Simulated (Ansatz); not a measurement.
# GeH₄ (singlet): PBE0, B3LYP over a scan of the distance Ge1–H2, 6-31G, part 2 of 2

Ansatz 0.2.0, Gaussian basis; 6-31G, all electrons in the functionals. The steps go on from the part before.

### 13 B3LYP, 1.200 Å

in.yaml

```yaml
crystal:
  periodic: [false, false, false]
  atoms:
    - {symbol: Ge, position_ang: [0.002533, 0.002542, 0.002538]}
    - {symbol: H, position_ang: [0.694154, 0.696411, 0.695508]}
    - {symbol: H, position_ang: [-0.885353, -0.881480, 0.888198]}
    - {symbol: H, position_ang: [-0.881291, 0.887055, -0.886686]}
    - {symbol: H, position_ang: [0.889921, -0.885149, -0.879946]}
basis:
  gaussian: {orbitals: 6-31G}
hamiltonian: {xc: {name: B3LYP}}
```

Launch:

```bash
$ ansatz run in.yaml --threads 1 --pin off --events-out ev --progress --plain --max-ram 4096MiB --backend cpu
```

What it wrote, cut to the lines that bear on the results:

```text
Functional definition: B3LYP
  name "B3LYP"
  cite "Stephens, Devlin, Chabalowski & Frisch, J. Phys. Chem. 98, 11623 (1994) doi:10.1021/j100096a001"
  cite "Becke, Phys. Rev. A 38, 3098 (1988) doi:10.1103/PhysRevA.38.3098"
  cite "Lee, Yang & Parr, Phys. Rev. B 37, 785 (1988) doi:10.1103/PhysRevB.37.785"
  cite "Vosko, Wilk & Nusair, Can. J. Phys. 58, 1200 (1980) doi:10.1139/p80-159"
[...]
378 factors; integrals over basis functions are off by at most 7.7e-4 eV
[...]
mean field -56572.92906797 eV, -2079.0167967395 hartree, gradient 1.8e-5 eV, S^2 0.000000; 0 other end points of the search recorded, 0 dependent functions left out
reference -56572.92926214 eV, -2079.0168038750 hartree; 18, 18 occupied and 19, 19 virtual orbitals, 378 factors
Total energy: -56572.92926214 eV, -2079.0168038750 hartree
```

Wall time 0.61 s (1 thread of AMD EPYC 7R13, shared host).

### 14 B3LYP, 1.414 Å

in.yaml

```yaml
crystal:
  periodic: [false, false, false]
  atoms:
    - {symbol: Ge, position_ang: [0.000912, 0.000915, 0.000914]}
    - {symbol: H, position_ang: [0.815870, 0.818524, 0.817464]}
    - {symbol: H, position_ang: [-0.886975, -0.883107, 0.886572]}
    - {symbol: H, position_ang: [-0.882912, 0.885428, -0.888311]}
    - {symbol: H, position_ang: [0.888301, -0.886775, -0.881570]}
basis:
  gaussian: {orbitals: 6-31G}
hamiltonian: {xc: {name: B3LYP}}
```

Launched as before.

What it wrote, cut to the lines that bear on the results:

```text
Functional definition: B3LYP
  name "B3LYP"
  cite "Stephens, Devlin, Chabalowski & Frisch, J. Phys. Chem. 98, 11623 (1994) doi:10.1021/j100096a001"
  cite "Becke, Phys. Rev. A 38, 3098 (1988) doi:10.1103/PhysRevA.38.3098"
  cite "Lee, Yang & Parr, Phys. Rev. B 37, 785 (1988) doi:10.1103/PhysRevB.37.785"
  cite "Vosko, Wilk & Nusair, Can. J. Phys. 58, 1200 (1980) doi:10.1139/p80-159"
[...]
378 factors; integrals over basis functions are off by at most 6.2e-4 eV
[...]
mean field -56574.36193331 eV, -2079.0694535692 hartree, gradient 1.4e-5 eV, S^2 0.000000; 0 other end points of the search recorded, 0 dependent functions left out
reference -56574.36212888 eV, -2079.0694607563 hartree; 18, 18 occupied and 19, 19 virtual orbitals, 378 factors
Total energy: -56574.36212888 eV, -2079.0694607563 hartree
```

Wall time 0.67 s (1 thread of AMD EPYC 7R13, shared host).

### 15 B3LYP, 1.534 Å

in.yaml

```yaml
crystal:
  periodic: [false, false, false]
  atoms:
    - {symbol: Ge, position_ang: [0.000000, 0.000000, 0.000000]}
    - {symbol: H, position_ang: [0.884324, 0.887199, 0.886047]}
    - {symbol: H, position_ang: [-0.887886, -0.884021, 0.885661]}
    - {symbol: H, position_ang: [-0.883825, 0.884513, -0.889224]}
    - {symbol: H, position_ang: [0.887387, -0.887691, -0.882484]}
basis:
  gaussian: {orbitals: 6-31G}
hamiltonian: {xc: {name: B3LYP}}
```

The command is unchanged.

What it wrote, cut to the lines that bear on the results:

```text
Functional definition: B3LYP
  name "B3LYP"
  cite "Stephens, Devlin, Chabalowski & Frisch, J. Phys. Chem. 98, 11623 (1994) doi:10.1021/j100096a001"
  cite "Becke, Phys. Rev. A 38, 3098 (1988) doi:10.1103/PhysRevA.38.3098"
  cite "Lee, Yang & Parr, Phys. Rev. B 37, 785 (1988) doi:10.1103/PhysRevB.37.785"
  cite "Vosko, Wilk & Nusair, Can. J. Phys. 58, 1200 (1980) doi:10.1139/p80-159"
[...]
378 factors; integrals over basis functions are off by at most 4.6e-4 eV
[...]
mean field -56574.51311811 eV, -2079.0750095082 hartree, gradient 4.7e-6 eV, S^2 0.000000; 0 other end points of the search recorded, 0 dependent functions left out
reference -56574.51331358 eV, -2079.0750166917 hartree; 18, 18 occupied and 19, 19 virtual orbitals, 378 factors
Total energy: -56574.51331358 eV, -2079.0750166917 hartree
```

Wall time 0.64 s (1 thread of AMD EPYC 7R13, shared host).

### 16 B3LYP, 1.701 Å

in.yaml

```yaml
crystal:
  periodic: [false, false, false]
  atoms:
    - {symbol: Ge, position_ang: [-0.001263, -0.001267, -0.001265]}
    - {symbol: H, position_ang: [0.979112, 0.982293, 0.981016]}
    - {symbol: H, position_ang: [-0.889148, -0.885286, 0.884398]}
    - {symbol: H, position_ang: [-0.885089, 0.883246, -0.890489]}
    - {symbol: H, position_ang: [0.886123, -0.888959, -0.883750]}
basis:
  gaussian: {orbitals: 6-31G}
hamiltonian: {xc: {name: B3LYP}}
```

Same command.

What it wrote, cut to the lines that bear on the results:

```text
Functional definition: B3LYP
  name "B3LYP"
  cite "Stephens, Devlin, Chabalowski & Frisch, J. Phys. Chem. 98, 11623 (1994) doi:10.1021/j100096a001"
  cite "Becke, Phys. Rev. A 38, 3098 (1988) doi:10.1103/PhysRevA.38.3098"
  cite "Lee, Yang & Parr, Phys. Rev. B 37, 785 (1988) doi:10.1103/PhysRevB.37.785"
  cite "Vosko, Wilk & Nusair, Can. J. Phys. 58, 1200 (1980) doi:10.1139/p80-159"
[...]
378 factors; integrals over basis functions are off by at most 4.6e-4 eV
[...]
mean field -56574.34692311 eV, -2079.0689019546 hartree, gradient 3.2e-5 eV, S^2 0.000000; 0 other end points of the search recorded, 0 dependent functions left out
reference -56574.34712094 eV, -2079.0689092249 hartree; 18, 18 occupied and 19, 19 virtual orbitals, 378 factors
Total energy: -56574.34712094 eV, -2079.0689092249 hartree
```

It took 0.67 s on 1 thread of AMD EPYC 7R13, shared host.

From 1.534 Å: +16.0 kJ/mol.

### 17 B3LYP, 1.889 Å

in.yaml

```yaml
crystal:
  periodic: [false, false, false]
  atoms:
    - {symbol: Ge, position_ang: [-0.002687, -0.002696, -0.002692]}
    - {symbol: H, position_ang: [1.086041, 1.089570, 1.088155]}
    - {symbol: H, position_ang: [-0.890573, -0.886716, 0.882970]}
    - {symbol: H, position_ang: [-0.886513, 0.881817, -0.891916]}
    - {symbol: H, position_ang: [0.884699, -0.890387, -0.885177]}
basis:
  gaussian: {orbitals: 6-31G}
hamiltonian: {xc: {name: B3LYP}}
```

Launched as before.

What it wrote, cut to the lines that bear on the results:

```text
Functional definition: B3LYP
  name "B3LYP"
  cite "Stephens, Devlin, Chabalowski & Frisch, J. Phys. Chem. 98, 11623 (1994) doi:10.1021/j100096a001"
  cite "Becke, Phys. Rev. A 38, 3098 (1988) doi:10.1103/PhysRevA.38.3098"
  cite "Lee, Yang & Parr, Phys. Rev. B 37, 785 (1988) doi:10.1103/PhysRevB.37.785"
  cite "Vosko, Wilk & Nusair, Can. J. Phys. 58, 1200 (1980) doi:10.1139/p80-159"
[...]
378 factors; integrals over basis functions are off by at most 4.7e-4 eV
[...]
mean field -56573.89767089 eV, -2079.0523922400 hartree, gradient 3.2e-5 eV, S^2 0.000000; 0 other end points of the search recorded, 0 dependent functions left out
reference -56573.89787116 eV, -2079.0523995998 hartree; 18, 18 occupied and 19, 19 virtual orbitals, 378 factors
Total energy: -56573.89787116 eV, -2079.0523995998 hartree
```

It took 0.67 s on 1 thread of AMD EPYC 7R13, shared host.

From 1.534 Å: +59.4 kJ/mol.

### 18 B3LYP, 2.149 Å

in.yaml

```yaml
crystal:
  periodic: [false, false, false]
  atoms:
    - {symbol: Ge, position_ang: [-0.004657, -0.004672, -0.004666]}
    - {symbol: H, position_ang: [1.233922, 1.237932, 1.236325]}
    - {symbol: H, position_ang: [-0.892543, -0.888693, 0.880995]}
    - {symbol: H, position_ang: [-0.888482, 0.879841, -0.893890]}
    - {symbol: H, position_ang: [0.882729, -0.892364, -0.887150]}
basis:
  gaussian: {orbitals: 6-31G}
hamiltonian: {xc: {name: B3LYP}}
```

The command is unchanged.

What it wrote, cut to the lines that bear on the results:

```text
Functional definition: B3LYP
  name "B3LYP"
  cite "Stephens, Devlin, Chabalowski & Frisch, J. Phys. Chem. 98, 11623 (1994) doi:10.1021/j100096a001"
  cite "Becke, Phys. Rev. A 38, 3098 (1988) doi:10.1103/PhysRevA.38.3098"
  cite "Lee, Yang & Parr, Phys. Rev. B 37, 785 (1988) doi:10.1103/PhysRevB.37.785"
  cite "Vosko, Wilk & Nusair, Can. J. Phys. 58, 1200 (1980) doi:10.1139/p80-159"
[...]
378 factors; integrals over basis functions are off by at most 4.7e-4 eV
[...]
mean field -56573.12032055 eV, -2079.0238251419 hartree, gradient 1.9e-5 eV, S^2 0.000000; 0 other end points of the search recorded, 0 dependent functions left out
reference -56573.12052579 eV, -2079.0238326845 hartree; 18, 18 occupied and 19, 19 virtual orbitals, 378 factors
Total energy: -56573.12052579 eV, -2079.0238326845 hartree
```

Wall time 0.75 s (1 thread of AMD EPYC 7R13, shared host).

From 1.534 Å: +134.4 kJ/mol.

### 19 B3LYP, 2.471 Å

in.yaml

```yaml
crystal:
  periodic: [false, false, false]
  atoms:
    - {symbol: Ge, position_ang: [-0.007097, -0.007120, -0.007111]}
    - {symbol: H, position_ang: [1.417067, 1.421673, 1.419827]}
    - {symbol: H, position_ang: [-0.894983, -0.891140, 0.878551]}
    - {symbol: H, position_ang: [-0.890922, 0.877393, -0.896335]}
    - {symbol: H, position_ang: [0.880290, -0.894811, -0.889595]}
basis:
  gaussian: {orbitals: 6-31G}
magnetization: {spin_polarized: true, initial_magnetization: 0}
hamiltonian: {xc: {name: B3LYP}}
```

Launched as before.

What it wrote, cut to the lines that bear on the results:

```text
Functional definition: B3LYP
  name "B3LYP"
  cite "Stephens, Devlin, Chabalowski & Frisch, J. Phys. Chem. 98, 11623 (1994) doi:10.1021/j100096a001"
  cite "Becke, Phys. Rev. A 38, 3098 (1988) doi:10.1103/PhysRevA.38.3098"
  cite "Lee, Yang & Parr, Phys. Rev. B 37, 785 (1988) doi:10.1103/PhysRevB.37.785"
  cite "Vosko, Wilk & Nusair, Can. J. Phys. 58, 1200 (1980) doi:10.1139/p80-159"
[...]
379 factors; integrals over basis functions are off by at most 4.7e-4 eV
[...]
mean field -56572.17039289 eV, -2078.9889159445 hartree, gradient 4.8e-6 eV, S^2 0.000000; 1 other end points of the search recorded, 0 dependent functions left out
reference -56572.17060509 eV, -2078.9889237424 hartree; 18, 18 occupied and 19, 19 virtual orbitals, 379 factors
Total energy: -56572.17060509 eV, -2078.9889237424 hartree
```

Run time: 1.2 s. Hardware: 1 thread of AMD EPYC 7R13, shared host.

From the report: ⟨S²⟩ of the determinant 0.000 (pure singlet: 0.00).

From 1.534 Å: +226.0 kJ/mol.

### 20 B3LYP, 2.786 Å

in.yaml

```yaml
crystal:
  periodic: [false, false, false]
  atoms:
    - {symbol: Ge, position_ang: [-0.009484, -0.009514, -0.009502]}
    - {symbol: H, position_ang: [1.596230, 1.601419, 1.599340]}
    - {symbol: H, position_ang: [-0.897369, -0.893535, 0.876159]}
    - {symbol: H, position_ang: [-0.893309, 0.874999, -0.898726]}
    - {symbol: H, position_ang: [0.877903, -0.897206, -0.891986]}
basis:
  gaussian: {orbitals: 6-31G}
magnetization: {spin_polarized: true, initial_magnetization: 0}
hamiltonian: {xc: {name: B3LYP}}
```

Same command.

What it wrote, cut to the lines that bear on the results:

```text
Functional definition: B3LYP
  name "B3LYP"
  cite "Stephens, Devlin, Chabalowski & Frisch, J. Phys. Chem. 98, 11623 (1994) doi:10.1021/j100096a001"
  cite "Becke, Phys. Rev. A 38, 3098 (1988) doi:10.1103/PhysRevA.38.3098"
  cite "Lee, Yang & Parr, Phys. Rev. B 37, 785 (1988) doi:10.1103/PhysRevB.37.785"
  cite "Vosko, Wilk & Nusair, Can. J. Phys. 58, 1200 (1980) doi:10.1139/p80-159"
[...]
379 factors; integrals over basis functions are off by at most 4.7e-4 eV
[...]
mean field -56571.44654155 eV, -2078.9623148982 hartree, gradient 2.0e-5 eV, S^2 0.347713; 4 other end points of the search recorded, 0 dependent functions left out
reference -56571.44676153 eV, -2078.9623229822 hartree; 18, 18 occupied and 19, 19 virtual orbitals, 379 factors
Total energy: -56571.44676153 eV, -2078.9623229822 hartree
```

It took 2.5 s on 1 thread of AMD EPYC 7R13, shared host.

From the report: ⟨S²⟩ of the determinant 0.348 (pure singlet: 0.00).

From 1.534 Å: +295.9 kJ/mol.

### 21 B3LYP, 3.293 Å

in.yaml

```yaml
crystal:
  periodic: [false, false, false]
  atoms:
    - {symbol: Ge, position_ang: [-0.013325, -0.013368, -0.013351]}
    - {symbol: H, position_ang: [1.884599, 1.890725, 1.888270]}
    - {symbol: H, position_ang: [-0.901211, -0.897389, 0.872310]}
    - {symbol: H, position_ang: [-0.897150, 0.871145, -0.902575]}
    - {symbol: H, position_ang: [0.874062, -0.901059, -0.895835]}
basis:
  gaussian: {orbitals: 6-31G}
magnetization: {spin_polarized: true, initial_magnetization: 0}
hamiltonian: {xc: {name: B3LYP}}
```

The command is unchanged.

What it wrote, cut to the lines that bear on the results:

```text
Functional definition: B3LYP
  name "B3LYP"
  cite "Stephens, Devlin, Chabalowski & Frisch, J. Phys. Chem. 98, 11623 (1994) doi:10.1021/j100096a001"
  cite "Becke, Phys. Rev. A 38, 3098 (1988) doi:10.1103/PhysRevA.38.3098"
  cite "Lee, Yang & Parr, Phys. Rev. B 37, 785 (1988) doi:10.1103/PhysRevB.37.785"
  cite "Vosko, Wilk & Nusair, Can. J. Phys. 58, 1200 (1980) doi:10.1139/p80-159"
[...]
381 factors; integrals over basis functions are off by at most 4.7e-4 eV
[...]
mean field -56570.94212529 eV, -2078.9437779427 hartree, gradient 2.1e-5 eV, S^2 0.801596; 3 other end points of the search recorded, 0 dependent functions left out
reference -56570.94235837 eV, -2078.9437865083 hartree; 18, 18 occupied and 19, 19 virtual orbitals, 381 factors
Total energy: -56570.94235837 eV, -2078.9437865083 hartree
```

Run time: 2.3 s. Hardware: 1 thread of AMD EPYC 7R13, shared host.

From the report: ⟨S²⟩ of the determinant 0.802 (pure singlet: 0.00). The determinant is far from a pure spin state, so its energy mixes those of several spin states (harmless only where they are near-degenerate, as at dissociation).

From 1.534 Å: +344.5 kJ/mol.

### 22 B3LYP, 4.197 Å

in.yaml

```yaml
crystal:
  periodic: [false, false, false]
  atoms:
    - {symbol: Ge, position_ang: [-0.020174, -0.020240, -0.020214]}
    - {symbol: H, position_ang: [2.398771, 2.406568, 2.403444]}
    - {symbol: H, position_ang: [-0.908060, -0.904261, 0.865447]}
    - {symbol: H, position_ang: [-0.904000, 0.864273, -0.909438]}
    - {symbol: H, position_ang: [0.867212, -0.907931, -0.902698]}
basis:
  gaussian: {orbitals: 6-31G}
magnetization: {spin_polarized: true, initial_magnetization: 0}
hamiltonian: {xc: {name: B3LYP}}
```

The command is unchanged.

What it wrote, cut to the lines that bear on the results:

```text
Functional definition: B3LYP
  name "B3LYP"
  cite "Stephens, Devlin, Chabalowski & Frisch, J. Phys. Chem. 98, 11623 (1994) doi:10.1021/j100096a001"
  cite "Becke, Phys. Rev. A 38, 3098 (1988) doi:10.1103/PhysRevA.38.3098"
  cite "Lee, Yang & Parr, Phys. Rev. B 37, 785 (1988) doi:10.1103/PhysRevB.37.785"
  cite "Vosko, Wilk & Nusair, Can. J. Phys. 58, 1200 (1980) doi:10.1139/p80-159"
[...]
379 factors; integrals over basis functions are off by at most 4.7e-4 eV
[...]
mean field -56570.74812053 eV, -2078.9366483991 hartree, gradient 2.7e-5 eV, S^2 0.983875; 3 other end points of the search recorded, 0 dependent functions left out
reference -56570.74836981 eV, -2078.9366575599 hartree; 18, 18 occupied and 19, 19 virtual orbitals, 379 factors
Total energy: -56570.74836981 eV, -2078.9366575599 hartree
```

Run time: 2.2 s. Hardware: 1 thread of AMD EPYC 7R13, shared host.

From the report: ⟨S²⟩ of the determinant 0.984 (pure singlet: 0.00). The determinant is far from a pure spin state, so its energy mixes those of several spin states (harmless only where they are near-degenerate, as at dissociation).

From 1.534 Å: +363.3 kJ/mol.

### 23 B3LYP, 5.123 Å

in.yaml

```yaml
crystal:
  periodic: [false, false, false]
  atoms:
    - {symbol: Ge, position_ang: [-0.027191, -0.027279, -0.027243]}
    - {symbol: H, position_ang: [2.925455, 2.934965, 2.931155]}
    - {symbol: H, position_ang: [-0.915076, -0.911300, 0.858418]}
    - {symbol: H, position_ang: [-0.911016, 0.857234, -0.916467]}
    - {symbol: H, position_ang: [0.860196, -0.914970, -0.909728]}
basis:
  gaussian: {orbitals: 6-31G}
magnetization: {spin_polarized: true, initial_magnetization: 0}
hamiltonian: {xc: {name: B3LYP}}
```

Launched as before.

What it wrote, cut to the lines that bear on the results:

```text
Functional definition: B3LYP
  name "B3LYP"
  cite "Stephens, Devlin, Chabalowski & Frisch, J. Phys. Chem. 98, 11623 (1994) doi:10.1021/j100096a001"
  cite "Becke, Phys. Rev. A 38, 3098 (1988) doi:10.1103/PhysRevA.38.3098"
  cite "Lee, Yang & Parr, Phys. Rev. B 37, 785 (1988) doi:10.1103/PhysRevB.37.785"
  cite "Vosko, Wilk & Nusair, Can. J. Phys. 58, 1200 (1980) doi:10.1139/p80-159"
[...]
379 factors; integrals over basis functions are off by at most 4.7e-4 eV
[...]
mean field -56570.72199587 eV, -2078.9356883357 hartree, gradient 8.3e-5 eV, S^2 0.999263; 3 other end points of the search recorded, 0 dependent functions left out
reference -56570.72227240 eV, -2078.9356984977 hartree; 18, 18 occupied and 19, 19 virtual orbitals, 379 factors
Total energy: -56570.72227240 eV, -2078.9356984977 hartree
```

It took 2.1 s on 1 thread of AMD EPYC 7R13, shared host.

From the report: ⟨S²⟩ of the determinant 0.999 (pure singlet: 0.00). The determinant is far from a pure spin state, so its energy mixes those of several spin states (harmless only where they are near-degenerate, as at dissociation).

From 1.534 Å: +365.8 kJ/mol.

### 24 The comparison

The yardstick is full CI for this spin, exact in this basis with these frozen cores. It comes from earlier runs at the same points. Energies in kJ/mol, counted from 1.534 Å; blanks weren't run or aren't comparable.

```tsv
level	1.200 Å	1.414 Å	1.534 Å	1.701 Å	1.889 Å	2.149 Å	2.471 Å	2.786 Å	3.293 Å	4.197 Å	5.123 Å
FCI	168.6	18.9	0.0	11.4	49.8	116.3	192.7	248.4	297.1	318.6	320.9
PBE0	152.8	14.3	0.0	16.9	61.7	139.1	234.1	302.5	343.1	355.7	357.1
B3LYP	152.8	14.6	0.0	16.0	59.4	134.4	226.0	295.9	344.5	363.3	365.8
```

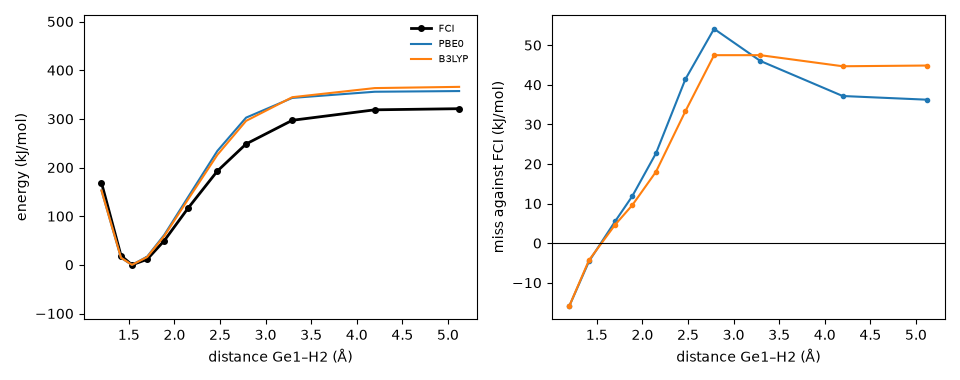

Left: the curves (the axis may cut off levels that run far away). Right: misses against FCI, in the same colours.

Largest miss and mean time a point (FCI took 14 s a point; shared hosts):

```tsv
level	largest miss (kJ/mol)	where	time a point
PBE0	+54.1	2.786 Å	1.4 s
B3LYP	+47.5	3.293 Å	1.3 s
```

### 25 Summary of results

This closing draws on all 2 parts.

| quantity | value |
| --- | --- |
| span of the FCI curve | 320.9 kJ/mol |
| largest miss, PBE0 | +54.1 kJ/mol (2.786 Å) |
| largest miss, B3LYP | +47.5 kJ/mol (3.293 Å) |

**Reading.** Of the functionals, B3LYP keep the smallest largest miss at the points compared (at most 47.5 kJ/mol) and PBE0 strays most (54.1 kJ/mol, at 2.786 Å). PBE0, B3LYP clearly break the spin symmetry at some points (⟨S²⟩ up to 1.00 above the pure value), so energy there is bought with a mixed spin. Functionals and the yardstick converge differently with the basis, so part of each miss in 6-31G is the basis.
